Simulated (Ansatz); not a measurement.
# CO2 (Pa-3): the gap up the ladder of methods, part 2 of 2

Aim: the gap of CO2 (Pa-3) at several levels of theory on one structure, with the time that each takes.

Ansatz 0.2.0; density functionals, hybrids and G0W0, plane waves, PAW. Known limits of the many-body steps: finite bands, screening cutoff and k mesh; no spin-orbit coupling in G0W0.

So far. Step 6 (HSE06 on the 4×4×4 mesh): Over mesh and listed points the gap is 8.624 eV, direct, at k = Γ. HSE06 against PBE: 8.624 − 6.871 = +1.753 eV, with the same mesh, files and cutoff, and both edges at the same k points. Step 7 (PBE0 on the 4×4×4 mesh): Over mesh and listed points the gap is 9.408 eV, direct, at k = Γ. PBE0 against HSE06: 9.408 − 8.624 = +0.784 eV, with the same mesh, files and cutoff, and both edges at the same k points.

In doubt: masses and optical values from hybrid runs of this build are listed as unsure (step 10), which bears on the screening that GW takes from such a start.

## Step 8: DDH-PBE0 on the 4×4×4 mesh

The input asks for a share of exact exchange of one over the crystal's ε∞, which the program works out first.

This step: DFT, dielectric-dependent PBE0 (fraction 1/eps_inf of PBE), plane waves, PAW; PAW set soft_1.

Contents of input.yaml:

```yaml
crystal:
  lattice:
    - [5.49707328, 0.0, 0.0]
    - [0.0, 5.49707328, 0.0]
    - [0.0, 0.0, 5.49707328]
  atoms:
    - { symbol: C, position: [0.0, 0.0, 0.0] }
    - { symbol: C, position: [0.5, 0.0, 0.5] }
    - { symbol: C, position: [0.5, 0.5, 0.0] }
    - { symbol: C, position: [0.0, 0.5, 0.5] }
    - { symbol: O, position: [0.12253698, 0.12253698, 0.12253698] }
    - { symbol: O, position: [0.37746302, 0.87746302, 0.62253698] }
    - { symbol: O, position: [0.62253698, 0.37746302, 0.87746302] }
    - { symbol: O, position: [0.87746302, 0.62253698, 0.37746302] }
    - { symbol: O, position: [0.87746302, 0.87746302, 0.87746302] }
    - { symbol: O, position: [0.62253698, 0.12253698, 0.37746302] }
    - { symbol: O, position: [0.37746302, 0.62253698, 0.12253698] }
    - { symbol: O, position: [0.12253698, 0.37746302, 0.62253698] }
  host: atoms
kpoints:
  mp_grid: { grid: [4, 4, 4] }
  band_path:
    path:
      - [0.0, 0.0, 0.0]
      - [0.0, 0.5, 0.0]
      - [0.5, 0.5, 0.0]
      - [0.5, 0.5, 0.5]
      - [0.5, 0.0, 0.0]
    npoints: 1
hamiltonian:
  xc:
    exchange: pbe
    correlation: pbe
    exx: { coeff: inverse_dielectric }
  pseudopotentials: { kind: paw, azcp: { folder: soft_1 } }
scf:
  occupations: { method: fixed }
  n_extra_bands: 8
output:
  eigenvalues: true
```

Command:

```
$ ansatz run input.yaml --threads 4 --pin off --max-ram 138240MiB --backend cuda --events-out ev --progress --plain --runs-dir out --devices 1 --max-vram 26GiB
```

Numbers of over 12 decimals in the logs are rounded to 6 here.

Log:

```text
[...]
the fraction of exact exchange is that of a crystal of C4O8
GPUs: using 1 of 1 available (devices: 1).
[...]
a weight of exact exchange comes from the crystal, and the text's number only plans the run
Solving k-mesh 2×2×2 for the fraction of exact exchange
[...]
Fermi energy:    -4.938697 eV
[...]
--- Band table (eV; the first three rows and the last of 11) ---
  k-point 0: bands = [... 28 lower, -5.1971, -5.1971, -4.9387, -4.9387, 6.9733, 8.5962, 8.5962, 8.5962, ... 4 higher]
  k-point 1: bands = [... 28 lower, -5.2387, -5.1407, -5.0712, -4.9612, 7.4302, 8.5044, 8.7178, 8.7567, ... 4 higher]
  k-point 2: bands = [... 28 lower, -5.3308, -5.3308, -5.0344, -5.0344, 8.4919, 8.4919, 8.6606, 8.6606, ... 4 higher]
  k-point 10: bands = [... 28 lower, -5.3465, -5.3465, -5.3465, -5.3465, 8.5034, 8.5034, 8.5034, 8.5034, ... 4 higher]
[key lines of the parts left out:]
Free energy (F): -5536.865628 eV
```

Run time: 24 s. Hardware: 1 × NVIDIA H100 80GB HBM3 (shared by 3 runs) with 4 threads of AMD EPYC 7R13 (Zen 3), shared host; peak memory 1.5 GiB; 43 s of CPU time.

This step gave:

```yaml
gap: 11.91 eV
valence_top_at: Γ
conduction_bottom_at: Γ
least_direct_gap: 11.91 eV
exact_exchange_fraction: 0.4914
```

Over mesh and listed points the gap is 11.912 eV, direct, at k = Γ. DDH-PBE0 against PBE0: 11.912 − 9.408 = +2.504 eV, with the same mesh, files and cutoff, and both edges at the same k points.

## Step 9: G0W0@PBE, 4×4×4 mesh, 910 empty bands, screening to 180 eV, PAW set soft_1 files

G0W0 replaces the xc potential by a self-energy built once from the orbitals of the start. Levels are corrected in the window of bands that the input names, at points of the mesh.

This step: G0W0 on PBE, plane waves, PAW; PAW set soft_1.

Changes to input.yaml since step 8:

```diff
@@ -18,18 +18,6 @@
     - { symbol: O, position: [0.12253698, 0.37746302, 0.62253698] }
-  host: atoms
 kpoints:
   mp_grid: { grid: [4, 4, 4] }
-  band_path:
-    path:
-      - [0.0, 0.0, 0.0]
-      - [0.0, 0.5, 0.0]
-      - [0.5, 0.5, 0.0]
-      - [0.5, 0.5, 0.5]
-      - [0.5, 0.0, 0.0]
-    npoints: 1
 hamiltonian:
-  xc:
-    exchange: pbe
-    correlation: pbe
-    exx: { coeff: inverse_dielectric }
+  xc: pbe
   pseudopotentials: { kind: paw, azcp: { folder: soft_1 } }
@@ -37,4 +25,7 @@
   occupations: { method: fixed }
-  n_extra_bands: 8
-output:
-  eigenvalues: true
+gw:
+  n_empty_bands: 910
+  ecut_chi: 180.0
+  qp_bands: [v4, c4]
+  qp_kpoints: band_edges
+  screening: { model: contour_deformation }
```

Log:

```text
GPUs: using 1 of 1 available (devices: 1).
[...]
GPU FFT provider: cuFFT
GPU libraries: cuBLAS 13.8.2, cuFFT 12.4.0, cuSOLVER 12.3.4
Crystal: 12 atoms, lattice volume = 166.110 Å³
Basis set: ecut = 420 eV, 3239 PW (Γ)
Bands: 44, of which v1, the nominal top of the filled ones, is band 32 counted from 1 (31 counted from 0)
Symmetry: 24 space group operations
[...]
k-points: 11 of 64
[...]
0    36      6.3073   -11.0373    -3.4874   -17.3055  0.8380     9.1337     9.0880  root
[...]
10    33      6.2346   -10.9297    -3.4671   -17.1562  0.8388     9.0382     8.9939  root
    10    34      6.2346   -10.9297    -3.4671   -17.1562  0.8388     9.0382     8.9939  root
    10    35      6.2346   -10.9297    -3.4671   -17.1562  0.8388     9.0382     8.9939  root
    10    36      6.2346   -10.9297    -3.4671   -17.1562  0.8388     9.0382     8.9939  root
[key lines of the parts left out:]
SCF converged after 8 iterations
Free energy (F): -5539.526389 eV
Fermi energy:    -1.652406 eV
```

The job ended after 62 s (1 × NVIDIA H100 80GB HBM3 (shared by 3 runs) with 4 threads; peak memory 2.6 GiB).

Numbers from this step:

```yaml
bands_summed: 942
rpa_eps_infinity_on_this_mesh_eigenvalues: 1.944, 1.944, 1.944
plane_waves_in_the_screening_matrix: 925
g0w0_gap_over_the_corrected_points: 10.59 eV
k_of_the_valence_top: 0, 0, 0
k_of_the_conduction_bottom: 0, 0, 0
starting_gap_on_the_mesh: 6.871 eV
z_at_the_valence_top: 0.8127
z_at_the_conduction_bottom: 0.8783
least_direct_g0w0_gap_over_the_corrected_points: 10.59 eV
```

Over all 11 irreducible mesh points the G0W0 gap is 10.585 eV, direct, at k = Γ. The PBE gap of this run on the mesh is 6.871 eV. The two states that bound the G0W0 gap lie that far apart at the start, so the correction of the gap is 10.585 − 6.871 = +3.714 eV.

## Step 10: G0W0@HSE06, 4×4×4 mesh, 910 empty bands, screening to 180 eV, PAW set soft_1 files

This step: G0W0 on HSE06, plane waves, PAW; PAW set soft_1.

Changes to input.yaml since step 9:

```diff
@@ -21,3 +21,3 @@
 hamiltonian:
-  xc: pbe
+  xc: hse06
   pseudopotentials: { kind: paw, azcp: { folder: soft_1 } }
```

Log:

```text
GPUs: using 1 of 1 available (devices: 1).
[...]
GPU FFT provider: cuFFT
GPU libraries: cuBLAS 13.8.2, cuFFT 12.4.0, cuSOLVER 12.3.4
Crystal: 12 atoms, lattice volume = 166.110 Å³
Basis set: ecut = 420 eV, 3239 PW (Γ)
Bands: 44, of which v1, the nominal top of the filled ones, is band 32 counted from 1 (31 counted from 0)
Symmetry: 24 space group operations
[...]
k-points: 11 of 64
[...]
0    35      7.0757   -10.5146    -3.1723   -15.9133  0.8647     9.3217     9.3021  root
     0    36      7.0757   -10.5146    -3.1723   -15.9133  0.8647     9.3217     9.3021  root
[...]
10    33      6.9930   -10.4028    -3.1576   -15.7710  0.8654     9.2227     9.2036  root
    10    34      6.9930   -10.4028    -3.1576   -15.7710  0.8654     9.2227     9.2036  root
    10    35      6.9930   -10.4028    -3.1576   -15.7710  0.8654     9.2227     9.2036  root
    10    36      6.9930   -10.4028    -3.1576   -15.7710  0.8654     9.2227     9.2036  root
[key lines of the parts left out:]
Free energy (F): -5537.041287 eV
Fermi energy:    -2.894143 eV
```

Elapsed: 2.5 min, on 1 × NVIDIA H100 80GB HBM3 (shared by 3 runs) with 4 threads; peak memory 2.9 GiB; 3.4 min of CPU time.

Numbers from this step:

```
bands summed                                    : 942
RPA ε∞ on this mesh (eigenvalues)               : 1.816, 1.816, 1.816
plane waves in the screening matrix             : 925
G0W0 gap over the corrected points              : 11.25 eV
k of the valence top                            : 0, 0, 0
k of the conduction bottom                      : 0, 0, 0
starting gap on the mesh                        : 8.624 eV
Z at the valence top                            : 0.8405
Z at the conduction bottom                      : 0.8975
least direct G0W0 gap over the corrected points : 11.25 eV
```

Over all 11 irreducible mesh points the G0W0 gap is 11.248 eV, direct, at k = Γ. The HSE06 gap of this run on the mesh is 8.624 eV. The two states that bound the G0W0 gap lie that far apart at the start, so the correction of the gap is 11.248 − 8.624 = +2.624 eV. G0W0@HSE06 against G0W0@PBE with 942 bands: 11.248 − 10.585 = +0.663 eV, with the same mesh, files and cutoffs, and both edges at the same k points.

## Step 11: G0W0@LDA, 4×4×4 mesh, 910 empty bands, screening to 180 eV, PAW set soft_1 files

This step: G0W0 on LDA, plane waves, PAW; PAW set soft_1.

Changes to input.yaml since step 10:

```diff
@@ -21,4 +21,4 @@
 hamiltonian:
-  xc: hse06
-  pseudopotentials: { kind: paw, azcp: { folder: soft_1 } }
+  xc: lda
+  pseudopotentials: { kind: paw, azcp: { folder: soft_1 }, xc_functional: pbe }
 scf:
```

Log:

```text
GPUs: using 1 of 1 available (devices: 1).
[...]
GPU FFT provider: cuFFT
GPU libraries: cuBLAS 13.8.2, cuFFT 12.4.0, cuSOLVER 12.3.4
Crystal: 12 atoms, lattice volume = 166.110 Å³
Basis set: ecut = 420 eV, 3239 PW (Γ)
Bands: 44, of which v1, the nominal top of the filled ones, is band 32 counted from 1 (31 counted from 0)
Symmetry: 24 space group operations
[...]
k-points: 11 of 64
[...]
0    36      5.8707   -11.0390    -3.6125   -17.5717  0.8334     8.8459     8.7910  root
[...]
10    33      5.7928   -10.9242    -3.5906   -17.4193  0.8344     8.7507     8.6972  root
    10    34      5.7928   -10.9242    -3.5906   -17.4193  0.8344     8.7507     8.6972  root
    10    35      5.7928   -10.9242    -3.5906   -17.4193  0.8344     8.7507     8.6972  root
    10    36      5.7928   -10.9242    -3.5906   -17.4193  0.8344     8.7507     8.6972  root
[key lines of the parts left out:]
SCF converged after 9 iterations
Free energy (F): -5408.191690 eV
Fermi energy:    -1.965443 eV
```

Wall time 38 s (1 × NVIDIA H100 80GB HBM3 (shared by 3 runs) with 4 threads); peak memory 3.2 GiB.

Numbers from this step:

```
bands summed                                    : 942
RPA ε∞ on this mesh (eigenvalues)               : 1.993, 1.993, 1.993
plane waves in the screening matrix             : 925
G0W0 gap over the corrected points              : 10.46 eV
k of the valence top                            : 0, 0, 0
k of the conduction bottom                      : 0, 0, 0
starting gap on the mesh                        : 6.576 eV
Z at the valence top                            : 0.8079
Z at the conduction bottom                      : 0.8747
least direct G0W0 gap over the corrected points : 10.46 eV
```

Over all 11 irreducible mesh points the G0W0 gap is 10.461 eV, direct, at k = Γ. The LDA gap of this run on the mesh is 6.576 eV. The two states that bound the G0W0 gap lie that far apart at the start, so the correction of the gap is 10.461 − 6.576 = +3.885 eV. G0W0@LDA against G0W0@HSE06 with 942 bands: 10.461 − 11.248 = −0.787 eV, with the same mesh, files and cutoffs, and both edges at the same k points.

## Step 12: Gap and time by level

Each gap is the least one over the points named; times are wall times on shared hosts, not benchmarks. A G0W0 time includes the run's own self-consistent start. Runs with listed points see these and the mesh alone, so an edge that moves elsewhere is missed. Rows marked * are further runs, not shown as steps, whose inputs differ from the G0W0 step on the same start in the columns given; solver thresholds can differ too.

```csv
level,mesh,"files, cutoff","bands summed, screening",points,gap (eV),valence top,conduction bottom,least direct gap (eV),time
LDA,4×4×4,"soft_1 PAW, 420 eV",-,mesh and listed points,6.576,Γ,Γ,6.576,5.9 s
PBEsol,4×4×4,"soft_1 PAW, 420 eV",-,mesh and listed points,6.789,Γ,Γ,6.789,3.6 s
PBE,4×4×4,"soft_1 PAW, 420 eV",-,mesh and path,6.871,Γ,Γ,6.871,6.1 s
r2SCAN,4×4×4,"soft_1 PAW, 500 eV",-,mesh and listed points,7.494,Γ,Γ,7.494,5.8 s
HSE06,4×4×4,"soft_1 PAW, 420 eV",-,mesh and listed points,8.624,Γ,Γ,8.624,23 s
PBE0,4×4×4,"soft_1 PAW, 420 eV",-,mesh and listed points,9.408,Γ,Γ,9.408,26 s
DDH-PBE0,4×4×4,"soft_1 PAW, 420 eV",-,mesh and listed points,11.912,Γ,Γ,11.912,24 s
G0W0@PBE*,4×4×4,"soft_1 PAW, 420 eV","181, 54 eV",all 11 irreducible mesh points,10.325,Γ,Γ,10.325,20 s
G0W0@PBE*,4×4×4,"soft_1 PAW, 420 eV","455, 108 eV",all 11 irreducible mesh points,10.442,Γ,Γ,10.442,30 s
G0W0@PBE,4×4×4,"soft_1 PAW, 420 eV","942, 180 eV",all 11 irreducible mesh points,10.585,Γ,Γ,10.585,62 s
G0W0@PBE*,2×2×2,"soft_1 PAW, 420 eV","455, 108 eV",all 4 irreducible mesh points,10.449,Γ,Γ,10.449,13 s
G0W0@HSE06,4×4×4,"soft_1 PAW, 420 eV","942, 180 eV",all 11 irreducible mesh points,11.248,Γ,Γ,11.248,2.5 min
G0W0@LDA,4×4×4,"soft_1 PAW, 420 eV","942, 180 eV",all 11 irreducible mesh points,10.461,Γ,Γ,10.461,38 s
```

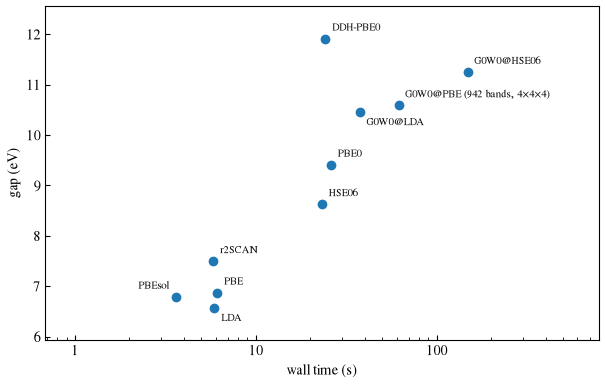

Gap against wall time for the runs shown as steps.

## Step 13: Summary of results

```json
{
  "LDA, over mesh and listed points": "6.576 eV",
  "PBEsol, over mesh and listed points": "6.789 eV",
  "PBE, over mesh and path": "6.871 eV",
  "r2SCAN, over mesh and listed points": "7.494 eV",
  "HSE06, over mesh and listed points": "8.624 eV",
  "PBE0, over mesh and listed points": "9.408 eV",
  "DDH-PBE0, over mesh and listed points": "11.912 eV",
  "G0W0@PBE (942 bands, 4×4×4), over all 11 irreducible mesh points": "10.585 eV",
  "G0W0@HSE06, over all 11 irreducible mesh points": "11.248 eV",
  "G0W0@LDA, over all 11 irreducible mesh points": "10.461 eV",
  "known limits": "finite bands, screening cutoff and k mesh; no spin-orbit coupling in G0W0"
}
```

In words: The rows run from 6.576 eV (LDA) to 11.912 eV (DDH-PBE0). They differ in mesh, plane-wave cutoff, bands and screening cutoff of G0W0 and the points over which the gap was sought as well as in level, so only pairs that share these are like for like. PBEsol against LDA: 6.789 − 6.576 = +0.213 eV, with the same mesh, files and cutoff, and both edges at the same k points. PBE against PBEsol: 6.871 − 6.789 = +0.082 eV, with the same mesh, files and cutoff, and both edges at the same k points. HSE06 against PBE: 8.624 − 6.871 = +1.753 eV, with the same mesh, files and cutoff, and both edges at the same k points. PBE0 against HSE06: 9.408 − 8.624 = +0.784 eV, with the same mesh, files and cutoff, and both edges at the same k points. DDH-PBE0 against PBE0: 11.912 − 9.408 = +2.504 eV, with the same mesh, files and cutoff, and both edges at the same k points. G0W0@HSE06 against G0W0@PBE with 942 bands: 11.248 − 10.585 = +0.663 eV, with the same mesh, files and cutoffs, and both edges at the same k points. G0W0@LDA against G0W0@HSE06 with 942 bands: 10.461 − 11.248 = −0.787 eV, with the same mesh, files and cutoffs, and both edges at the same k points. The dielectric-dependent hybrid took 0.491 of exact exchange, against 0.25 in PBE0. G0W0@PBE (942 bands, 4×4×4) moves the gap of its own start on the mesh by 10.585 − 6.871 = +3.714 eV, between the same two levels. Both edges that PBE shows over mesh and path lie at k points where levels were corrected. Levels at other points were not corrected, so a lower G0W0 gap elsewhere in the zone is not ruled out. G0W0@HSE06 moves the gap of its own start on the mesh by 11.248 − 8.624 = +2.624 eV, between the same two levels. Both edges that HSE06 shows over mesh and listed points lie at k points where levels were corrected. Levels at other points were not corrected, so a lower G0W0 gap elsewhere in the zone is not ruled out. G0W0@LDA moves the gap of its own start on the mesh by 10.461 − 6.576 = +3.885 eV, between the same two levels. Both edges that LDA shows over mesh and listed points lie at k points where levels were corrected. Levels at other points were not corrected, so a lower G0W0 gap elsewhere in the zone is not ruled out. For G0W0@PBE: from 181 bands and 54 eV to 942 bands and 180 eV the gap moves by 10.585 − 10.325 = +0.260 eV (rung by rung 10.325, 10.442, 10.585 eV); bands and screening cutoff rise together, so their parts are not told apart. A line in one over the bands through the two highest rungs gives 10.585 + (10.585 − 10.442) × 455 / (942 − 455) = 10.719 eV, and through the pair below 10.442 + (10.442 − 10.325) × 181 / (455 − 181) = 10.519 eV. The two differ by 0.200 eV, not under the 0.030 eV asked, so the law does not hold well over these rungs and the limit is not known. The other G0W0 rows are shown at one basis each (942 bands), so their distance from the limit is not known here. With the 2×2×2 mesh in place of the 4×4×4 mesh and all else as in the G0W0@PBE row with 455 bands, the gap differs by 10.449 − 10.442 = +0.007 eV, and that of the start by 6.871 − 6.871 = +0.000 eV. The G0W0 runs are scalar-relativistic. G0W0@PBE runs of this series with other atomic data on the same mesh, not shown as steps, give 10.737 eV (hard PAW, 930 eV, 1382 bands, screening to 234 eV); where bands and cutoffs differ too, the part of the files is not isolated.

[Paths, hosts, dates, memory and timing lines, banners, echoed tables and standing remarks are left out of the program output.]

[Logs are printed without paths, hosts, clocks, repeated set-up lines and the standing remarks that a program may print on its own settings, such as how far it seeks lower states.]

[Runs of the session that timed out or met a known fault of the program may be left out.]

[Cells called generated may have been cut or substituted from an entry of the Crystallography Open Database or the Materials Project.]

[Hosts, paths, dates, database ids (printed as entryN), source tags and the programs' standing remarks are cut or masked in the printed files.]

[Where an RPA ε∞ is given, it is that of the G0W0 mesh and is not shown converged in it. Names of k-points follow the symmetry that the program found, which can be lower than the space group named. Band edges on a path are those of the sampled points; other points can move an edge, and change direct to indirect where valleys lie close.]

[Hybrid gaps are those of their k-mesh and are not shown converged in it.]
